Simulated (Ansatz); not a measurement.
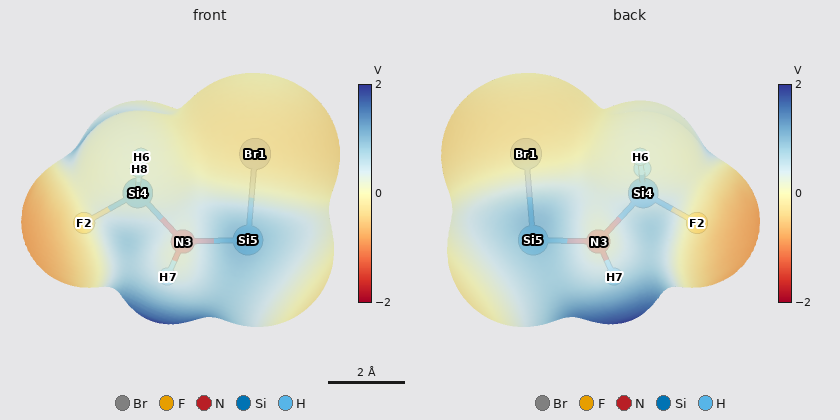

Figure. BrFH3NSi2. The electrostatic potential painted on the density surface at 0.001 e/bohr³, seen from the front and from behind; the colour scale runs from red (negative) to blue (positive).

Geometry: PBE0-D3(BJ)/pcseg-1.

Computed with Ansatz 0.2.0, isolated molecule in a Gaussian basis; Kohn-Sham density functional theory, functional PBE0.

```xyz
8

Br   -0.5682   -0.4264   -4.1210
F    -0.5666    2.9589   -0.5840
N    -0.7431    0.3787   -1.2078
Si   -0.5423    1.9850   -1.8955
Si   -0.8185   -1.1754   -1.9494
H    -1.6829    2.3695   -2.7575
H    -0.8293    0.3779   -0.1901
H     0.7755    2.1511   -2.5497
```

Describe the electrostatic potential map.

Answer. The most negative region (about −0.8 V) lies over F2, the most positive (about +1.8 V) over H7.
